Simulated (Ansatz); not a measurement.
**CH$_{3}$ClF$_{2}$Si (SMILES F[SiH](F)CCl): density, localisation and related maps**

Input

```
crystal:
  periodic: [false, false, false]
  atoms:
    - {symbol: C, position_ang: [-0.947660, -0.687517, 0.187085]}
    - {symbol: Cl, position_ang: [-1.893019, -0.767088, -1.330164]}
    - {symbol: F, position_ang: [1.002111, 0.910559, 1.455516]}
    - {symbol: F, position_ang: [-1.011052, 2.142803, 0.385348]}
    - {symbol: Si, position_ang: [0.010131, 0.913763, 0.180741]}
    - {symbol: H, position_ang: [0.794598, 1.130692, -1.050687]}
    - {symbol: H, position_ang: [-1.642933, -0.742841, 1.037696]}
    - {symbol: H, position_ang: [-0.282428, -1.562535, 0.230075]}
basis:
  gaussian:
    orbitals: def2-TZVPD
output:
  forces: true
  orbitals: {seedname: orbitals}
hamiltonian:
  xc: pbe0
```

Command:

```sh
ansatz run input.yaml --threads 1 --pin off --max-ram 2610MiB --events-out events.jsonl --progress --plain --runs-dir runs
```

Geometry: PBE0-D3(BJ)/def2-SVP.

These are results of isolated molecule in a Gaussian basis; Kohn-Sham density functional theory, functional PBE0 (Ansatz 0.2.0), not measurements.

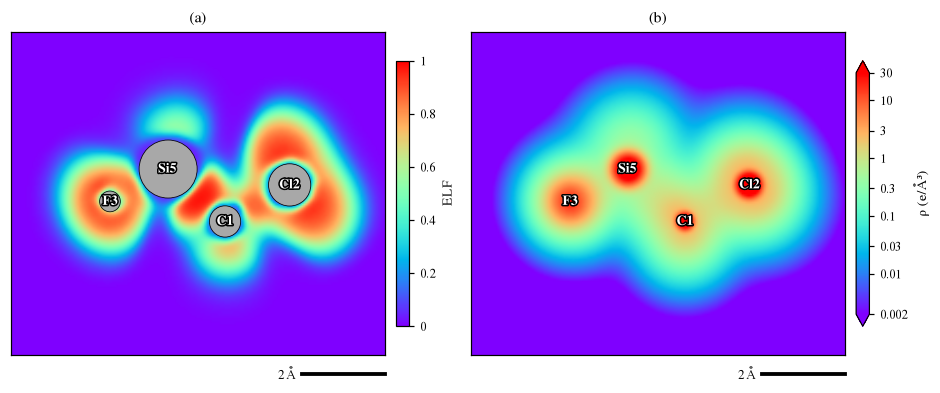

Figure 1. (a) electron localisation function; (b) total electron density on the plane of atoms Cl2, C1 and Si5. Grey discs cover the atomic cores in the ELF map.

> Read the bonding off the picture.

- The plane passes through C, Cl, F and Si nuclei.
- Si–F (1.62 Å): the density is about 1.1 e/Å³ at the midpoint; the ELF peaks at about 0.85 in the valence shell of F, 0.6 Å from its nucleus, and is about 0.60 at the midpoint.
- C–Cl (1.79 Å): ρ at the midpoint is about 1.3 e/Å³; the ELF peaks at about 0.85 between the atoms, as expected for a shared electron pair.
- C–Si (1.87 Å): ρ is about 1 e/Å³ halfway; the ELF peaks at about 1 between the atoms, as expected for a shared electron pair.
- The ELF also peaks beside F3 and Cl2, away from the bonds: lone-pair regions.

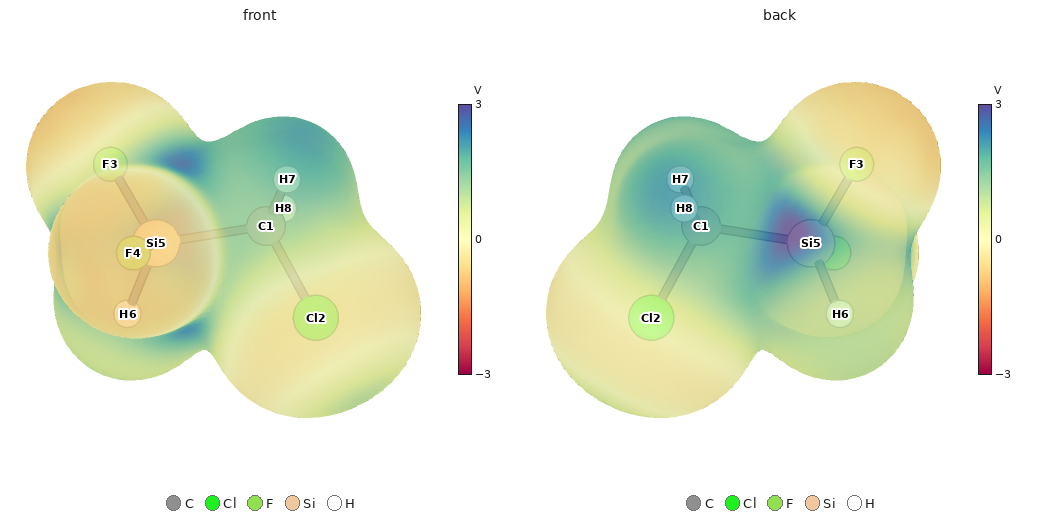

Figure 2. The electrostatic potential painted on the density surface at 0.004 e/bohr³, seen from the front and from behind; the colour scale runs from red (negative) to blue (positive).

> Describe the electrostatic potential map.

The most negative region (about −0.8 V) lies over F4, the most positive (about +2.7 V) over Si5. Cl2 shows a σ-hole: about +1.0 V at the tip opposite its bond, against about −0.2 V on its flanks.

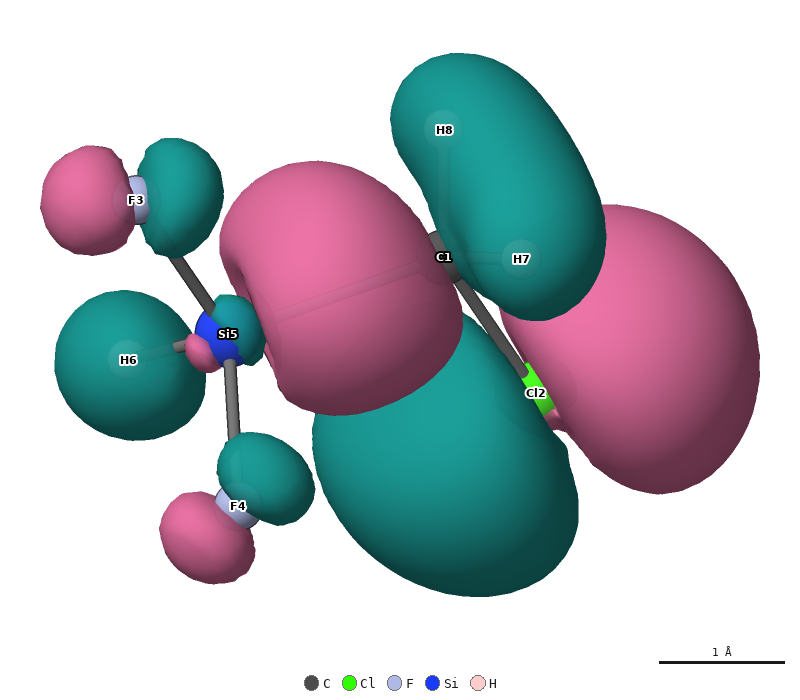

Figure 3. One frontier orbital at ±0.08 Å⁻³ᐟ² (teal and pink are the two phases), seen at a tilt.

> Which orbital is it: HOMO or LUMO?

The HOMO, at −8.68 eV. It lies mainly on Cl2 (about 65 %), C1 (about 15 %) and Si5 (about 10 %).
